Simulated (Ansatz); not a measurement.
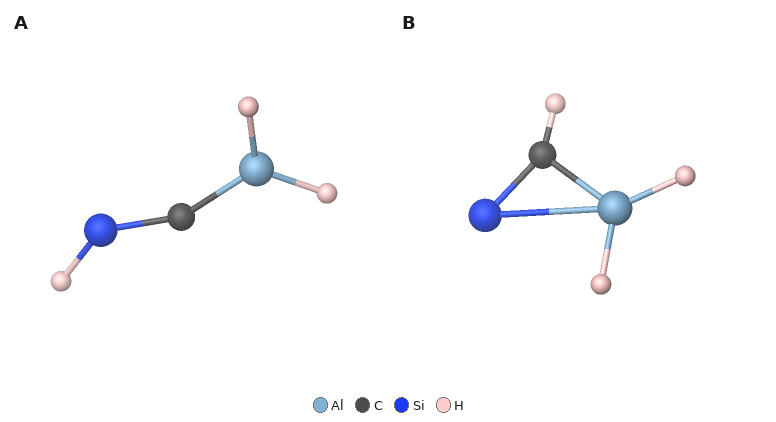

2 stationary structures of one formula. Geometries: PBE0-D4/def2-TZVP. Electronic energies: r2SCAN-D4/def2-TZVPP (Ansatz 0.2.0), without zero-point energy. No frequency run is at hand to confirm each as a minimum.

Which is lowest in energy, and by how much?

Answer. B is lowest (Cs); A lies 42.2 kcal/mol above it (Cs).

Give E(B) − E(A) in kcal/mol at these levels too: PBE-D4/def2-TZVPP; B3LYP-D4/def2-TZVPP; ωB97M-V/def2-TZVPP; PBE0-D4/def2-TZVPP; RHF-CCSD(T) (frozen core)/def2-TZVPP; r2SCAN-D4/def2-TZVPP; PBE0-D4/def2-TZVP.

| level | E(B) − E(A) (kcal/mol) |
| --- | --- |
| PBE-D4/def2-TZVPP | −42.2 |
| B3LYP-D4/def2-TZVPP | −42.7 |
| ωB97M-V/def2-TZVPP | −49.2 |
| PBE0-D4/def2-TZVPP | −46.4 |
| RHF-CCSD(T) (frozen core)/def2-TZVPP | −39.7 |
| r2SCAN-D4/def2-TZVPP | −42.2 |
| PBE0-D4/def2-TZVP | −46.3 |
